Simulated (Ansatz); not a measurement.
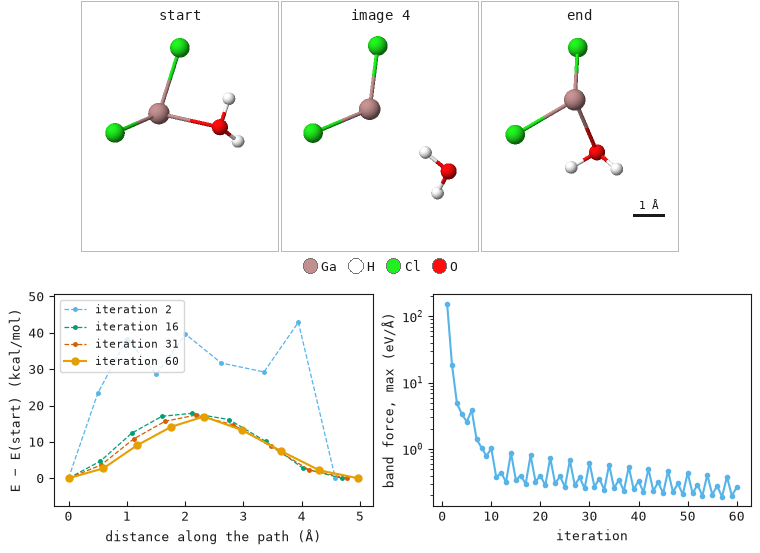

A nudged-elastic-band calculation for GaH$_{2}$OCl$_{2}$ (multiplicity 2). Images are numbered from 0 (start) to 8 (end). The plot follows the band through its iterations. Style: ball-and-stick. Shown at a tilt.

All numbers below come from UKS BLYP/def2-SVP in Ansatz. Set-up: 7 movable images; climbing image from the first iteration; force threshold 0.05 eV/Å; iteration limit 60; optimiser L-BFGS; starting path through a guess of the saddle point.

Question: Did the band converge, and can the barrier be trusted?

Answer: The result isn't final. The band hadn't converged when the run stopped after 60 iterations. The largest component of the band force went from 150 to 0.27 eV/Å. The barrier read from it is provisional, though the highest image hardly moved in the last two iterations. The first iteration put the highest image at 539.5 kcal/mol. The two ends have the same energy, and the highest point, image 4, lies 17.0 kcal/mol above the start.
